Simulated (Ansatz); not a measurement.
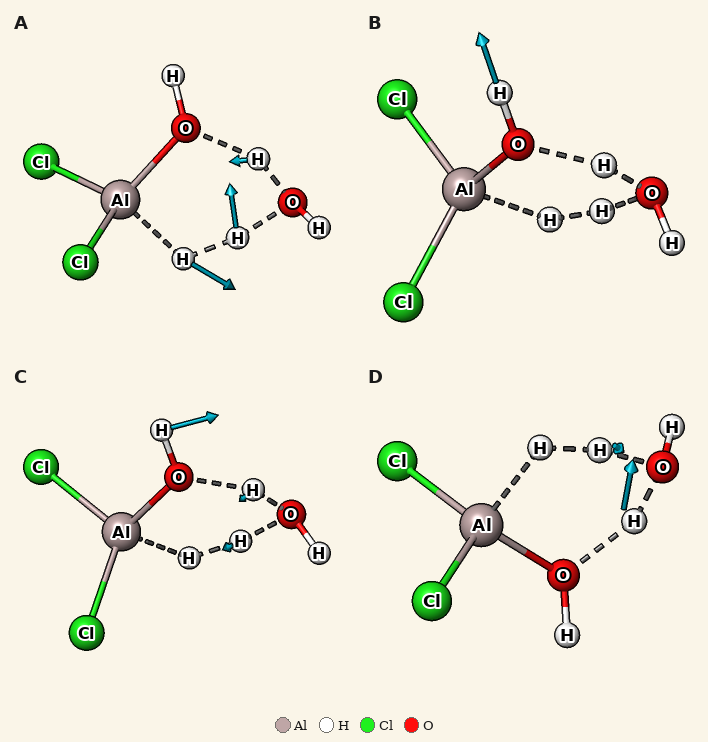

4 normal modes of one molecule or complex, as arrows. Broken sticks mark bonds that form or break. Harmonic vibrations computed with RKS PBE0-D4/def2-TZVP (Ansatz 0.2.0) at a stationary point of the same level. It is a saddle point of order 1.

### Match the panels to the wavenumbers 807 cm⁻¹, 1800 cm⁻¹, 2418 cm⁻¹, 3934 cm⁻¹.

A: 1800 cm⁻¹
B: 3934 cm⁻¹
C: 807 cm⁻¹
D: 2418 cm⁻¹
